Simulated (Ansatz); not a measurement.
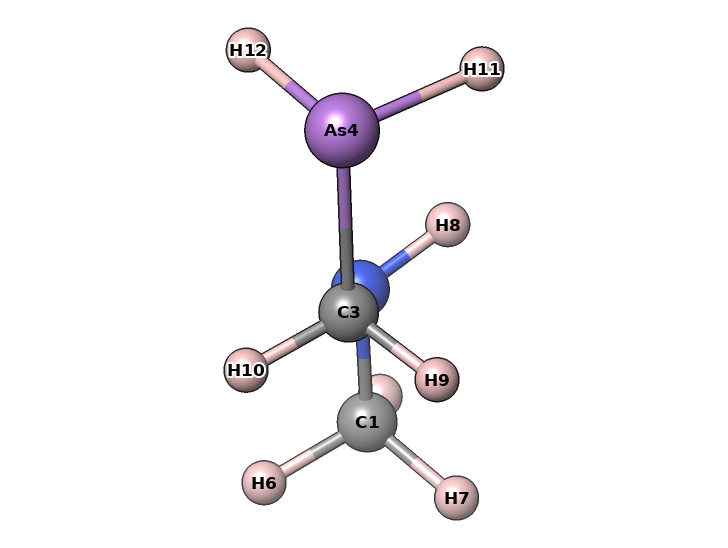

N2 lies behind C3. The molecule seen nearly along the C3–N2 bond, C3 in front. Atoms fade into the background with distance from the viewer. The geometry was computed by an optimisation with PBE-D4/def2-SVP. No frequency run is at hand to confirm it as a minimum.

### What is the torsion angle As4–C3–N2–C1? The sign is positive where the front bond must turn clockwise to cover the back bond.

179°, antiperiplanar (anti).
